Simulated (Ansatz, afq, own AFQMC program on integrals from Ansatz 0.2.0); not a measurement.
# NO (quartet): quantum Monte Carlo beside coupled cluster at distance N1–O2 = 1.681 Å, 6-31G

How near does AFQMC come to the top of the ladder for NO (quartet)?

The runs use Ansatz 0.2.0, Gaussian basis, and an in-house AFQMC program (afq) on its integrals; all values are calculated; 6-31G, frozen cores.

Plan: Full CI; PBE (unrestricted); r2SCAN (unrestricted); PBE0 (unrestricted); B3LYP (unrestricted); wB97M-V (unrestricted); B2PLYP (unrestricted); CCSD(T) on UHF; Full CI; Full CI (sextet); CCSDT(Q) on UHF; CCSDTQ on UHF; Phaseless AFQMC, CISD trial on UHF; Free-projection AFQMC, CISD trial on UHF; Phaseless AFQMC, CISD trial on UHF; CCSD(T) on ROHF; Full CI; CCSDT(Q) on ROHF; CCSDTQ on ROHF; Phaseless AFQMC, CISD trial on ROHF; Free-projection AFQMC, CISD trial on ROHF; Phaseless AFQMC, CISD trial on ROHF.

3 further runs of the same task are left out: 3 that didn't finish.

### 1 What is computed

The geometry derives from a PBE0/def2-TZVP stationary point (not a proven minimum). One bond is set to the value named and the two fragments are kept rigid.

2 atoms, charge 0, spin multiplicity 4.

Atoms are counted from 1 here; the program's logs count them from 0.

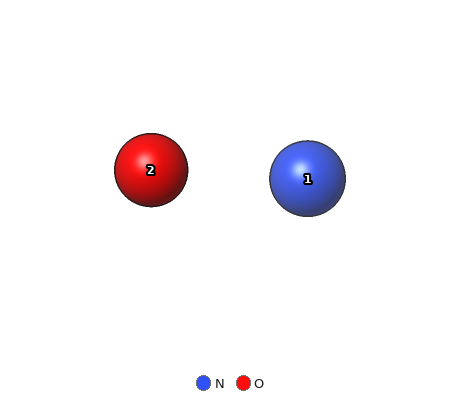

The structure; nitrogen blue, oxygen red; atoms are numbered from 1 in the order of the file.

### 2 Full CI

The input, in.yaml:

```yaml
crystal:
  periodic: [false, false, false]
  atoms:
    - {symbol: N, position_ang: [0.000000, 0.000000, 0.000000]}
    - {symbol: O, position_ang: [0.000000, 0.000000, 1.681000]}
basis:
  gaussian: {orbitals: 6-31G}
magnetization: {spin_polarized: false, initial_magnetization: 3}
correlation: {method: fci, electrons: outside_noble_gas}
```

Started as:

```console
ansatz run in.yaml --threads 1 --pin off --events-out ev --progress --plain --max-ram 24576MiB --backend cuda --devices 0, --max-vram 18GiB
```

What it wrote (excerpt; [...] marks lines left out):

```text
Functional definition: HF
  name "HF"
  cite "Fock, Z. Phys. 61, 126 (1930) doi:10.1007/BF01340294"
  parent pbe
[...]
338 factors; integrals over basis functions are off by at most 2.5e-8 eV
[...]
mean field -3512.50934907 eV, -129.0823377139 hartree, gradient 2.1e-6 eV, S^2 3.750000; 12 other end points of the search recorded, 0 dependent functions left out
[...]
determinant -3512.50934907 eV, -129.0823377139 hartree, with singles and doubles -3517.53016180 eV, -129.2668491784 hartree
determinant -3510.06674753 eV, -128.9925737630 hartree, with singles and doubles -3515.43887822 eV, -129.1899959244 hartree
2 core orbitals not correlated: weight in the atoms' cores, before any rotation towards them, 1.000 or more for the frozen orbitals, at most 0.000 for the correlated occupied ones
reference -3512.50934907 eV, -129.0823377139 hartree; 7, 4 occupied and 9, 12 virtual orbitals, 338 factors
state -3517.77688830 eV, -129.2759162101 hartree
Total energy: -3517.77688830 eV, -129.2759162101 hartree
```

Wall time 19 s (1 × NVIDIA H100 80GB HBM3 with 1 thread of AMD EPYC 7R13 (Zen 3), shared host).

From the report: 5,205,200 determinants, symmetry B1.

### 3 PBE (unrestricted)

The input, in.yaml:

```yaml
crystal:
  periodic: [false, false, false]
  atoms:
    - {symbol: N, position_ang: [0.000000, 0.000000, 0.000000]}
    - {symbol: O, position_ang: [0.000000, 0.000000, 1.681000]}
basis:
  gaussian: {orbitals: 6-31G}
magnetization: {spin_polarized: true, initial_magnetization: 3}
hamiltonian: {xc: {name: PBE}}
output: {orbitals: {seedname: orbitals}}
```

Started as:

```console
ansatz run in.yaml --threads 1 --pin off --events-out ev --progress --plain --max-ram 8192MiB --backend cpu
```

What it wrote (excerpt; [...] marks lines left out):

```text
Functional definition: PBE
  name "PBE"
  cite "Perdew, Burke & Ernzerhof, Phys. Rev. Lett. 77, 3865 (1996) doi:10.1103/PhysRevLett.77.3865"
  parent pbe
[...]
208 factors; integrals over basis functions are off by at most 9.7e-5 eV
[...]
mean field -3525.22573394 eV, -129.5496562383 hartree, gradient 2.0e-5 eV, S^2 3.753532; 1 other end points of the search recorded, 0 dependent functions left out
reference -3525.22574312 eV, -129.5496565760 hartree; 9, 6 occupied and 9, 12 virtual orbitals, 208 factors
Total energy: -3525.22574312 eV, -129.5496565760 hartree
```

It took 0.3 s on 1 thread of AMD EPYC 7R13 (Zen 3), shared host.

From the report: ⟨S²⟩ of the determinant 3.754 (pure quartet: 3.75).

### 4 r2SCAN (unrestricted)

in.yaml, as its differences from that of step 3:

```diff
@@ -8,3 +8,2 @@
 magnetization: {spin_polarized: true, initial_magnetization: 3}
-hamiltonian: {xc: {name: PBE}}
-output: {orbitals: {seedname: orbitals}}
+hamiltonian: {xc: {name: r2SCAN}}
```

Launched as before.

What it wrote (excerpt; [...] marks lines left out):

```text
Functional definition: r2SCAN
  name "r2SCAN"
  cite "Furness, Kaplan, Ning, Perdew & Sun, J. Phys. Chem. Lett. 11, 8208 (2020) doi:10.1021/acs.jpclett.0c02405"
  cite "Furness, Kaplan, Ning, Perdew & Sun, J. Phys. Chem. Lett. 11, 9248 (2020) doi:10.1021/acs.jpclett.0c03077"
  parent r2scan
[...]
208 factors; integrals over basis functions are off by at most 9.7e-5 eV
[...]
mean field -3527.29732723 eV, -129.6257858876 hartree, gradient 4.4e-5 eV, S^2 3.758702; 1 other end points of the search recorded, 0 dependent functions left out
reference -3527.29732969 eV, -129.6257859781 hartree; 9, 6 occupied and 9, 12 virtual orbitals, 208 factors
Total energy: -3527.29732969 eV, -129.6257859781 hartree
```

Wall time 0.78 s (1 thread of AMD EPYC 7R13 (Zen 3), shared host).

From the report: ⟨S²⟩ of the determinant 3.759 (pure quartet: 3.75).

### 5 PBE0 (unrestricted)

in.yaml, as its differences from that of step 4:

```diff
@@ -8,2 +8,3 @@
 magnetization: {spin_polarized: true, initial_magnetization: 3}
-hamiltonian: {xc: {name: r2SCAN}}
+hamiltonian: {xc: {name: PBE0}}
+output: {orbitals: {seedname: orbitals}}
```

Same command.

What it wrote (excerpt; [...] marks lines left out):

```text
Functional definition: PBE0
  name "PBE0"
  cite "Adamo & Barone, J. Chem. Phys. 110, 6158 (1999) doi:10.1063/1.478522"
  cite "Perdew, Burke & Ernzerhof, Phys. Rev. Lett. 77, 3865 (1996) doi:10.1103/PhysRevLett.77.3865"
  parent pbe
[...]
208 factors; integrals over basis functions are off by at most 9.7e-5 eV
[...]
mean field -3525.01556765 eV, -129.5419327697 hartree, gradient 9.0e-5 eV, S^2 3.756693; 0 other end points of the search recorded, 0 dependent functions left out
reference -3525.01557440 eV, -129.5419330176 hartree; 9, 6 occupied and 9, 12 virtual orbitals, 208 factors
Total energy: -3525.01557440 eV, -129.5419330176 hartree
```

Wall time 0.27 s (1 thread of AMD EPYC 7R13 (Zen 3), shared host).

From the report: ⟨S²⟩ of the determinant 3.757 (pure quartet: 3.75).

### 6 B3LYP (unrestricted)

in.yaml, as its differences from that of step 5:

```diff
@@ -8,3 +8,2 @@
 magnetization: {spin_polarized: true, initial_magnetization: 3}
-hamiltonian: {xc: {name: PBE0}}
-output: {orbitals: {seedname: orbitals}}
+hamiltonian: {xc: {name: B3LYP}}
```

Same command.

What it wrote (excerpt; [...] marks lines left out):

```text
Functional definition: B3LYP
  name "B3LYP"
  cite "Stephens, Devlin, Chabalowski & Frisch, J. Phys. Chem. 98, 11623 (1994) doi:10.1021/j100096a001"
  cite "Becke, Phys. Rev. A 38, 3098 (1988) doi:10.1103/PhysRevA.38.3098"
  cite "Lee, Yang & Parr, Phys. Rev. B 37, 785 (1988) doi:10.1103/PhysRevB.37.785"
  cite "Vosko, Wilk & Nusair, Can. J. Phys. 58, 1200 (1980) doi:10.1139/p80-159"
[...]
208 factors; integrals over basis functions are off by at most 9.7e-5 eV
[...]
mean field -3528.90358614 eV, -129.6848148138 hartree, gradient 6.5e-6 eV, S^2 3.755629; 0 other end points of the search recorded, 0 dependent functions left out
reference -3528.90367572 eV, -129.6848181059 hartree; 9, 6 occupied and 9, 12 virtual orbitals, 208 factors
Total energy: -3528.90367572 eV, -129.6848181059 hartree
```

It took 0.3 s on 1 thread of AMD EPYC 7R13 (Zen 3), shared host.

From the report: ⟨S²⟩ of the determinant 3.756 (pure quartet: 3.75).

### 7 wB97M-V (unrestricted)

in.yaml, as its differences from that of step 6:

```diff
@@ -8,2 +8,3 @@
 magnetization: {spin_polarized: true, initial_magnetization: 3}
-hamiltonian: {xc: {name: B3LYP}}
+hamiltonian: {xc: {name: wB97M-V}}
+output: {orbitals: {seedname: orbitals}}
```

Launched as before.

What it wrote (excerpt; [...] marks lines left out):

```text
Functional definition: wB97M-V
  name "wB97M-V"
  cite "Mardirossian & Head-Gordon, J. Chem. Phys. 144, 214110 (2016) doi:10.1063/1.4952647"
  cite "Becke, J. Chem. Phys. 107, 8554 (1997) doi:10.1063/1.475007"
  cite "Vydrov & Van Voorhis, J. Chem. Phys. 133, 244103 (2010) doi:10.1063/1.3521275"
  # Of w^i u^j: cxij and so on, Table III.
[...]
  gx(w, u) = 1 - cx + cx01*u + cx10*w
[...]
208 factors; integrals over basis functions are off by at most 9.7e-5 eV
78 factors; integrals over basis functions are off by at most 2.8e-6 eV
[...]
mean field -3527.73339853 eV, -129.6418112123 hartree, gradient 6.1e-5 eV, S^2 3.760842; 1 other end points of the search recorded, 0 dependent functions left out
reference -3527.73340978 eV, -129.6418116259 hartree; 9, 6 occupied and 9, 12 virtual orbitals, 208 factors
Total energy: -3527.73340978 eV, -129.6418116259 hartree
```

It took 0.9 s on 1 thread of AMD EPYC 7R13 (Zen 3), shared host.

From the report: ⟨S²⟩ of the determinant 3.761 (pure quartet: 3.75).

### 8 B2PLYP (unrestricted)

in.yaml, as its differences from that of step 7:

```diff
@@ -8,3 +8,3 @@
 magnetization: {spin_polarized: true, initial_magnetization: 3}
-hamiltonian: {xc: {name: wB97M-V}}
-output: {orbitals: {seedname: orbitals}}
+hamiltonian: {xc: {name: B2PLYP}}
+correlation: {electrons: outside_noble_gas}
```

The command is unchanged.

What it wrote (excerpt; [...] marks lines left out):

```text
Functional definition: B2PLYP
  name "B2PLYP"
  cite "Grimme, J. Chem. Phys. 124, 034108 (2006) doi:10.1063/1.2148954"
  cite "Becke, Phys. Rev. A 38, 3098 (1988) doi:10.1103/PhysRevA.38.3098"
  cite "Lee, Yang & Parr, Phys. Rev. B 37, 785 (1988) doi:10.1103/PhysRevB.37.785"
[...]
208 factors; integrals over basis functions are off by at most 9.7e-5 eV
[...]
mean field -3523.51094572 eV, -129.4866389337 hartree, gradient 3.7e-6 eV, S^2 3.775770; 2 other end points of the search recorded, 0 dependent functions left out
2 core orbitals not correlated: weight in the atoms' cores, before any rotation towards them, 1.000 or more for the frozen orbitals, at most 0.000 for the correlated occupied ones
reference -3523.51100218 eV, -129.4866410085 hartree; 7, 4 occupied and 9, 12 virtual orbitals, 208 factors
second order -5.69186895 eV of doubles, -0.00000000 eV of singles
Total energy: -3525.04780679 eV, -129.5431175365 hartree
```

Run time: 0.39 s. Hardware: 1 thread of AMD EPYC 7R13 (Zen 3), shared host.

From the report: ⟨S²⟩ of the determinant 3.776 (pure quartet: 3.75).

### 9 CCSD(T) on UHF

in.yaml, as its differences from that of step 8:

```diff
@@ -8,3 +8,2 @@
 magnetization: {spin_polarized: true, initial_magnetization: 3}
-hamiltonian: {xc: {name: B2PLYP}}
-correlation: {electrons: outside_noble_gas}
+correlation: {method: ccsd_t, electrons: outside_noble_gas, hamiltonian_folder: ham}
```

Started as:

```console
ansatz run in.yaml --threads 1 --pin off --events-out ev --progress --plain --max-ram 24576MiB --backend cuda --devices 0, --max-vram 18GiB
```

What it wrote (excerpt; [...] marks lines left out):

```text
Functional definition: HF
  name "HF"
  cite "Fock, Z. Phys. 61, 126 (1930) doi:10.1007/BF01340294"
  parent pbe
[...]
208 factors; integrals over basis functions are off by at most 9.7e-5 eV
[...]
mean field -3512.97227189 eV, -129.0993498139 hartree, gradient 6.8e-6 eV, S^2 4.152494; 15 other end points of the search recorded, 0 dependent functions left out
[...]
2 core orbitals not correlated: weight in the atoms' cores, before any rotation towards them, 1.000 or more for the frozen orbitals, at most 0.000 for the correlated occupied ones
reference -3512.68898640 eV, -129.0889392639 hartree; 7, 4 occupied and 9, 12 virtual orbitals, 208 factors
second order -3.55503837 eV of doubles, -0.00000000 eV of singles
cycle   1  -4.84842893 eV  change    1.8e-6 eV  update   2.7e-6
perturbative correction -0.15672121 eV, -0.0057593984 hartree
Total energy: -3517.69413654 eV, -129.2728751391 hartree
```

It took 19 s on 1 × NVIDIA H100 80GB HBM3 with 1 thread of AMD EPYC 7R13 (Zen 3), shared host.

From the report: ⟨S²⟩ of the determinant 4.030 (pure quartet: 3.75); correlation -5.0052 eV; T1 0.075; largest double amplitude 0.21.

This run also writes the integrals to the folder ham.

### 10 Full CI

The input, in.yaml:

```yaml
hamiltonian:
  integrals:
    folder: ../ham
correlation: {method: fci}
```

Same command.

What it wrote:

```text
Functional definition: HF
  name "HF"
  cite "Fock, Z. Phys. 61, 126 (1930) doi:10.1007/BF01340294"
  parent pbe
  exchange = exact_x
  correlation = 0
reference -3512.68898640 eV, -129.0889392639 hartree; 7, 4 occupied and 9, 12 virtual orbitals, 208 factors
state -3517.77780778 eV, -129.2759500006 hartree
Total energy: -3517.77780778 eV, -129.2759500006 hartree
```

It took 9.5 s on 1 × NVIDIA H100 80GB HBM3 with 1 thread of AMD EPYC 7R13 (Zen 3), shared host.

From the report: 5,205,200 determinants.

### 11 Full CI (sextet)

The input, in.yaml:

```yaml
crystal:
  periodic: [false, false, false]
  atoms:
    - {symbol: N, position_ang: [0.000000, 0.000000, 0.000000]}
    - {symbol: O, position_ang: [0.000000, 0.000000, 1.681000]}
basis:
  gaussian: {orbitals: 6-31G}
magnetization: {spin_polarized: false, initial_magnetization: 5}
correlation: {method: fci, electrons: outside_noble_gas}
```

The command is unchanged.

What it wrote (excerpt; [...] marks lines left out):

```text
Functional definition: HF
  name "HF"
  cite "Fock, Z. Phys. 61, 126 (1930) doi:10.1007/BF01340294"
  parent pbe
[...]
338 factors; integrals over basis functions are off by at most 2.5e-8 eV
[...]
mean field -3511.05964730 eV, -129.0290621567 hartree, gradient 8.9e-7 eV, S^2 8.750000; 7 other end points of the search recorded, 0 dependent functions left out
[...]
determinant -3511.04726043 eV, -129.0286069475 hartree, with singles and doubles -3513.93387908 eV, -129.1346882262 hartree
2 core orbitals not correlated: weight in the atoms' cores, before any rotation towards them, 1.000 or more for the frozen orbitals, at most 0.000 for the correlated occupied ones
reference -3511.05964730 eV, -129.0290621567 hartree; 8, 3 occupied and 8, 13 virtual orbitals, 338 factors
state -3514.00065996 eV, -129.1371423785 hartree
Total energy: -3514.00065996 eV, -129.1371423785 hartree
```

Wall time 12 s (1 × NVIDIA H100 80GB HBM3 with 1 thread of AMD EPYC 7R13 (Zen 3), shared host).

From the report: 1,801,800 determinants, symmetry B2.

### 12 CCSDT(Q) on UHF

The input, in.yaml:

```yaml
crystal:
  periodic: [false, false, false]
  atoms:
    - {symbol: N, position_ang: [0.000000, 0.000000, 0.000000]}
    - {symbol: O, position_ang: [0.000000, 0.000000, 1.681000]}
basis:
  gaussian: {orbitals: 6-31G}
magnetization: {spin_polarized: true, initial_magnetization: 3}
correlation: {method: ccsdt_q, electrons: outside_noble_gas}
```

Same command.

What it wrote (excerpt; [...] marks lines left out):

```text
Functional definition: HF
  name "HF"
  cite "Fock, Z. Phys. 61, 126 (1930) doi:10.1007/BF01340294"
  parent pbe
[...]
338 factors; integrals over basis functions are off by at most 2.5e-8 eV
[...]
mean field -3512.97248202 eV, -129.0993575360 hartree, gradient 6.8e-6 eV, S^2 4.152504; 15 other end points of the search recorded, 0 dependent functions left out
[...]
reference -3512.68921444 eV, -129.0889476443 hartree; 7, 4 occupied and 9, 12 virtual orbitals, 338 factors
second order -3.55503057 eV of doubles, -0.00000000 eV of singles
cycle   1  -3.89011083 eV  change   -3.4e-1 eV  update   1.0e-1
[...]
cycle  25  -5.06580091 eV  change    8.9e-7 eV  update   3.9e-7
perturbative correction -0.03030758 eV, -0.0011137830 hartree
Total energy: -3517.78532293 eV, -129.2762261770 hartree
```

It took 9 s on 1 × NVIDIA H100 80GB HBM3 with 1 thread of AMD EPYC 7R13 (Zen 3), shared host.

From the report: ⟨S²⟩ of the determinant 4.030 (pure quartet: 3.75); correlation -5.0961 eV; T1 0.077; largest double amplitude 0.23.

### 13 CCSDTQ on UHF

in.yaml, as its differences from that of step 12:

```diff
@@ -8,2 +8,2 @@
 magnetization: {spin_polarized: true, initial_magnetization: 3}
-correlation: {method: ccsdt_q, electrons: outside_noble_gas}
+correlation: {method: ccsdtq, electrons: outside_noble_gas}
```

The command is unchanged.

What it wrote (excerpt; [...] marks lines left out):

```text
Functional definition: HF
  name "HF"
  cite "Fock, Z. Phys. 61, 126 (1930) doi:10.1007/BF01340294"
  parent pbe
[...]
338 factors; integrals over basis functions are off by at most 2.5e-8 eV
[...]
mean field -3512.97248202 eV, -129.0993575360 hartree, gradient 6.8e-6 eV, S^2 4.152504; 15 other end points of the search recorded, 0 dependent functions left out
[...]
2 core orbitals not correlated: weight in the atoms' cores, before any rotation towards them, 1.000 or more for the frozen orbitals, at most 0.000 for the correlated occupied ones
reference -3512.68921444 eV, -129.0889476443 hartree; 7, 4 occupied and 9, 12 virtual orbitals, 338 factors
second order -3.55503057 eV of doubles, -0.00000000 eV of singles
cycle   1  -3.89011083 eV  change   -3.4e-1 eV  update   1.0e-1
[...]
cycle  29  -5.08766424 eV  change   -9.4e-7 eV  update   4.3e-7
Total energy: -3517.77687868 eV, -129.2759158565 hartree
```

Run time: 41 s. Hardware: 1 × NVIDIA H100 80GB HBM3 with 1 thread of AMD EPYC 7R13 (Zen 3), shared host.

From the report: ⟨S²⟩ of the determinant 4.030 (pure quartet: 3.75); correlation -5.0877 eV; T1 0.077; largest double amplitude 0.23.

### 14 Phaseless AFQMC, CISD trial on UHF

It reads the integrals that the CCSD(T) run on this determinant wrote.

Started as:

```console
afq ham --method phaseless --trial cisd --walkers 4000 --populations 20 --least-time 60 --time-step 0.005 --steps-per-block 50 --equilibration-blocks 28 --max-blocks 4000 --target-error 0.0002 --factor-cut 1e-05 --start spin_pure --seed 7303 --release-times 0.24,0.51,0.99,1.62,2.4 --release-step 0.03 --release-every 3 --taylor-order 6
```

What it wrote:

```text
orbitals 16  electrons 7 4  factors 87 of 208
reference energy -129.08893926 Eh
CCSD correlation -0.17817607 Eh in 19 cycles, weight of the determinant in the CISD state 0.7744
energy of the start -129.257648 Eh
 block  time / (1/Eh)  mean weight  energy / Eh
     1     0.250  1.0002  -129.262559
     2     0.500  1.0002  -129.266917
     3     0.750  1.0000  -129.269668
     4     1.000  1.0000  -129.270600
     5     1.250  0.9999  -129.271529
     6     1.500  1.0003  -129.272254
     7     1.750  1.0000  -129.272456
     8     2.000  0.9998  -129.272404
     9     2.250  0.9998  -129.273748
    10     2.500  1.0000  -129.273349
    11     2.750  1.0002  -129.274226
    13     3.250  1.0001  -129.273489
    15     3.750  1.0001  -129.273569
    17     4.250  1.0000  -129.273912
    19     4.750  0.9999  -129.274114
    21     5.250  0.9999  -129.273748
    23     5.750  1.0001  -129.274866
    25     6.250  0.9998  -129.274491
    27     6.750  1.0001  -129.275230
    29     7.250  1.0002  -129.274346
    31     7.750  1.0002  -129.274983
    33     8.250  1.0001  -129.273567
    35     8.750  0.9999  -129.274659
    37     9.250  0.9999  -129.274282
    39     9.750  0.9998  -129.273331
    41    10.250  1.0000  -129.274930
    43    10.750  1.0000  -129.274993
    45    11.250  1.0000  -129.275325
    47    11.750  1.0002  -129.276879
    49    12.250  0.9999  -129.274798
    51    12.750  1.0001  -129.273891
    53    13.250  0.9999  -129.272847
    55    13.750  1.0002  -129.272819
    57    14.250  0.9991  -129.273811
    59    14.750  0.9999  -129.274718
    61    15.250  1.0002  -129.274770
    63    15.750  1.0004  -129.273715
    65    16.250  1.0001  -129.274149
    67    16.750  0.9999  -129.275417
    69    17.250  1.0000  -129.273205
    71    17.750  1.0004  -129.274800
    73    18.250  0.9998  -129.274276
    75    18.750  1.0003  -129.274071
    77    19.250  1.0000  -129.274118
    79    19.750  1.0001  -129.277103
    81    20.250  0.9999  -129.274956
    83    20.750  0.9999  -129.274308
    85    21.250  1.0001  -129.274413
    87    21.750  1.0003  -129.274016
error from the spread of 20 populations
released: time / (1/Eh)  energy / Eh  error  mean overlap
  0.24  -129.274865  0.000199  0.9993
  0.51  -129.275190  0.000196  0.9953
  0.99  -129.275509  0.000172  0.9965
  1.62  -129.275722  0.000199  0.9994
  2.40  -129.275676  0.000298  1.0097
energy -129.274422 +/- 0.000174 Eh
```

It took 24 s on 1 × NVIDIA H100 80GB HBM3 with 2 threads of AMD EPYC 7R13 (Zen 3), shared host.

Energy -3517.7362 ± 0.0047 eV. Caveats: constraint bias not in the error.

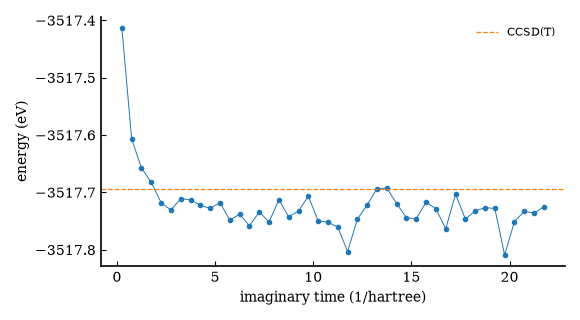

Block energies along the walk.

### 15 Free-projection AFQMC, CISD trial on UHF (settings varied)

It reads the integrals that the CCSD(T) run on this determinant wrote.

Started as:

```console
afq ham --method free --trial cisd --walkers 100 --time-step 0.08 --max-blocks 30 --target-error 0.0008 --factor-cut 1e-05 --seed 1027 --times 0.0,0.48,0.96,2.0,3.04,4.0 --taylor-order 6
```

What it wrote:

```text
orbitals 16  electrons 7 4  factors 87 of 208
reference energy -129.08893926 Eh
CCSD correlation -0.17817607 Eh in 19 cycles, weight of the determinant in the CISD state 0.7744
repeat  energy at the last time / Eh  error
    10  -129.274075  0.001437
    20  -129.274967  0.001064
    30  -129.274456  0.000873
time / (1/Eh)  energy / Eh  error  mean overlap
  0.00  -129.266843  0.000398  1.2873
  0.48  -129.271067  0.000406  1.3074
  0.96  -129.273393  0.000578  1.3207
  2.00  -129.275106  0.000746  1.3167
  3.04  -129.275631  0.000911  1.2720
  4.00  -129.274456  0.000873  1.3088
energy -129.274456 +/- 0.000873 Eh
```

Wall time 2.8 s (1 × NVIDIA H100 80GB HBM3 with 2 threads of AMD EPYC 7R13 (Zen 3), shared host).

Energy -3517.7372 ± 0.0237 eV. Caveats: remainder of the start not in the error; start is not spin pure.

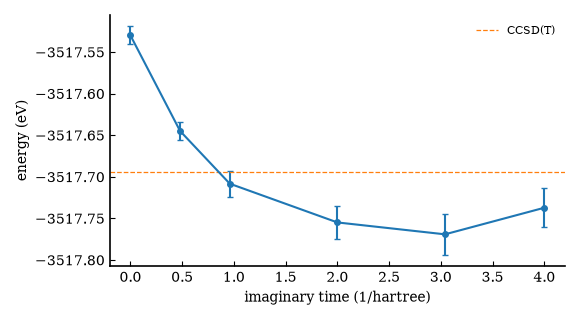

Energy against projection time, with error bars.

[end of part 1 of 2]
